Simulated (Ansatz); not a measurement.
**C2H3Cl2F (1,1-dichloro-1-fluoroethane): MP2/6-31G(d) (spherical functions)**

Aim: the vertical ionisation energy of C2H3Cl2F (1,1-dichloro-1-fluoroethane) at MP2/6-31G* (spherical functions), from 2 runs. 

The results are computed with Ansatz 0.2.0.

**1. The molecule**

C2H3Cl2F: 8 atoms, total charge 0, spin state singlet. As SMILES, `CC(F)(Cl)Cl`. The shape is that of a PBE0-D4/def2-TZVP optimisation.

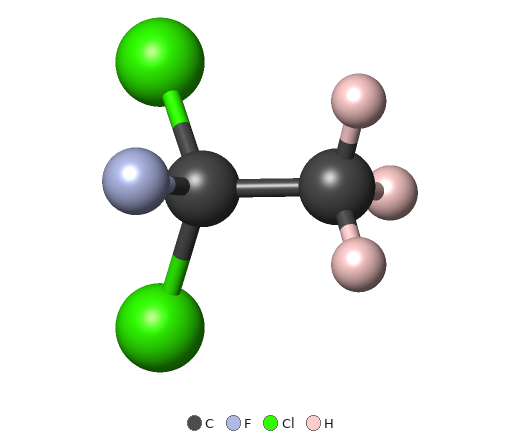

Viewed from a chosen angle; carbon dark grey, fluorine light blue, chlorine green, hydrogen pink.

**2. A single-point energy at MP2/6-31G(d) (spherical functions)**

File in.yaml:

```yaml
crystal:
  periodic: [false, false, false]
  atoms:
    - symbol: C
      position_ang: [-0.133500, -0.505900, 0.646300]
    - symbol: C
      position_ang: [0.199400, 0.391300, -0.511300]
    - symbol: F
      position_ang: [1.523600, 0.643200, -0.537400]
    - symbol: Cl
      position_ang: [-0.232400, -0.372700, -2.055900]
    - symbol: Cl
      position_ang: [-0.641100, 1.950200, -0.373000]
    - symbol: H
      position_ang: [0.163400, -0.011800, 1.572000]
    - symbol: H
      position_ang: [0.414900, -1.442000, 0.535900]
    - symbol: H
      position_ang: [-1.202100, -0.709300, 0.667600]
basis:
  gaussian: {orbitals: 6-31G_st_-spherical.json}
correlation: {method: mp2, frozen_orbitals: {C: 1, Cl: 5, F: 1, H: 0}}
accuracy: high
```

The basis set 6-31G* is read from a file made from the Basis Set Exchange's data (not shown).

The run is started by

```console
$ ansatz run in.yaml --threads 1 --pin off --max-ram 3480MiB --events-out events.jsonl --progress --plain --runs-dir runs
```

Output:

```text
Warning: RAYON_NUM_THREADS=1 ignored (pool sized by the plan → 1); use --threads N
Functional definition: HF
  name "HF"
  exchange = exact_x
  correlation = 0
1944 factors; integrals over basis functions are off by at most 3.8e-9 eV
mean field evaluation 1: about -29816.6219 eV, gradient 3.7e1 eV
mean field evaluation 2: about -29816.7243 eV, gradient 3.7e1 eV
mean field evaluation 4: about -29820.0362 eV, gradient 3.2e0 eV
mean field evaluation 8: about -29820.0854 eV, gradient 2.5e-1 eV
mean field evaluation 16: about -29820.0857 eV, gradient 7.5e-9 eV
mean field -29820.08571398 eV, -1095.8679372085 hartree, gradient 8.2e-9 eV, S^2 0.000000; 0 other end points of the search recorded, 0 dependent functions left out
13 core orbitals not correlated: weight in the atoms' cores, before any rotation towards them, 1.000 or more for the frozen orbitals, at most 0.000 for the correlated occupied ones
reference -29820.08571398 eV, -1095.8679372085 hartree; 16, 16 occupied and 55, 55 virtual orbitals, 1944 factors
second order -18.75721529 eV of doubles, -0.00000000 eV of singles
Total energy: -29838.84292926 eV, -1096.5572521563 hartree
```

Run time: 3.3 s. Hardware: 1 thread of Arm Neoverse V2, shared host; peak memory 0.25 GiB.

**3. The doublet cation**

File run.yaml:

```yaml
crystal:
  periodic: [false, false, false]
  atoms:
    - {symbol: C, position_ang: [-0.133500, -0.505900, 0.646300]}
    - {symbol: C, position_ang: [0.199400, 0.391300, -0.511300]}
    - {symbol: F, position_ang: [1.523600, 0.643200, -0.537400]}
    - {symbol: Cl, position_ang: [-0.232400, -0.372700, -2.055900]}
    - {symbol: Cl, position_ang: [-0.641100, 1.950200, -0.373000]}
    - {symbol: H, position_ang: [0.163400, -0.011800, 1.572000]}
    - {symbol: H, position_ang: [0.414900, -1.442000, 0.535900]}
    - {symbol: H, position_ang: [-1.202100, -0.709300, 0.667600]}
basis:
  gaussian: {orbitals: 6-31G_st_-spherical.json}
total_charge: 1
magnetization: {spin_polarized: true, initial_magnetization: 1}
correlation: {method: mp2, frozen_orbitals: {C: 1, Cl: 5, F: 1, H: 0}}
accuracy: high
```

The basis set 6-31G* is read from a file made from the Basis Set Exchange's data (not shown).

The run is started by

```console
$ ansatz run run.yaml --threads 1 --pin off --max-ram 3480MiB --events-out events.jsonl --progress --plain --runs-dir runs
```

Output, cut to the lines that bear on the results:

```text
Warning: RAYON_NUM_THREADS=1 ignored (pool sized by the plan → 1); use --threads N
Functional definition: HF
  name "HF"
[...]
1945 factors; integrals over basis functions are off by at most 3.9e-9 eV
[...]
mean field -29809.13085630 eV, -1095.4653536145 hartree, gradient 1.5e-8 eV, S^2 0.760244; 8 other end points of the search recorded, 0 dependent functions left out
13 core orbitals not correlated: weight in the atoms' cores, before any rotation towards them, 1.000 or more for the frozen orbitals, at most 0.000 for the correlated occupied ones
reference -29809.13085630 eV, -1095.4653536145 hartree; 16, 15 occupied and 55, 56 virtual orbitals, 1945 factors
second order -18.19790050 eV of doubles, -0.00000000 eV of singles
Total energy: -29827.32875680 eV, -1096.1341141228 hartree
```

It took 14 s on 1 thread of Arm Neoverse V2, shared host; peak memory 0.34 GiB.

**4. What came out**

Level: MP2/6-31G* (spherical functions), 13 core orbitals frozen.

| quantity | value |
| --- | --- |
| singlet C2H3Cl2F: total energy | -1096.55725 Eh |
| singlet C2H3Cl2F: correlation energy (13 core orbitals frozen) | -689.3 mEh |
| doublet cation: total energy | -1096.13411 Eh |
| doublet cation: correlation energy (13 core orbitals frozen) | -668.8 mEh |
| doublet cation: ⟨S²⟩ of the reference determinant | 0.760 |
| vertical ionisation energy (to the doublet cation) | 11.514 eV |

In words: Removing an electron at fixed nuclei costs 11.51 eV (1111 kJ/mol).
